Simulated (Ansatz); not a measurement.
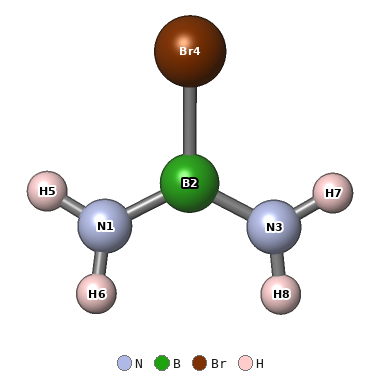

The system is BBrH₄N₂, SMILES NB(N)Br; the picture shows the grid point nearest to the relaxed geometry. Two internal coordinates are moved rigidly from the geometry relaxed at PBE0-D4/def2-TZVP, all others fixed. First axis: angle B2–N1–H6. Second axis: torsion H5–N1–B2–N3. The grid has 5 × 5 points. Points are written as (first, second). Energies are in kJ/mol, from the lowest grid point. Theory: RKS r2SCAN-D4/def2-TZVPP (Ansatz 0.2.0).

Its coordinates:

| atom | x (Å) | y (Å) | z (Å) |
| --- | --- | --- | --- |
| N | -0.1153 | 1.2621 | 0.0028 |
| B | -0.2398 | -0.1112 | -0.2484 |
| N | 0.3015 | -1.1284 | 0.5494 |
| Br | -1.2469 | -0.6497 | -1.8357 |
| H | -0.6912 | 1.9410 | -0.4588 |
| H | 0.5471 | 1.6493 | 0.6510 |
| H | 0.1842 | -2.0989 | 0.3260 |
| H | 0.8339 | -0.9542 | 1.3832 |

Range: angle B2–N1–H6 from 93.5 to 153.5°; torsion H5–N1–B2–N3 from −165 to −21°.

Predict the map.

Answer. The lowest grid point is at (123.5°, −165°). It lies at the edge of the scanned range, so the true minimum may lie outside. The energy also falls towards the edge at (123.5°, −21°) (3.9 kJ/mol above the lowest), where a further well may lie outside the range. The highest grid point, (153.5°, −93°), lies 116 kJ/mol above the lowest.

```csv
"torsion H5–N1–B2–N3 ↓, angle B2–N1–H6 →",93.5,108.5,123.5,138.5,153.5
−21,61,17,4,22,71
−57,92,52,41,57,100
−93,111,74,62,76,116
−129,89,47,33,48,91
−165,62,15,0,16,65
```

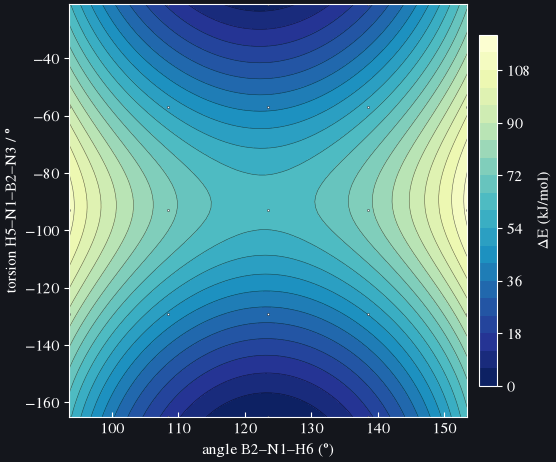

The picture shows filled contours, dots at the grid points. Between grid points the surface is interpolated.
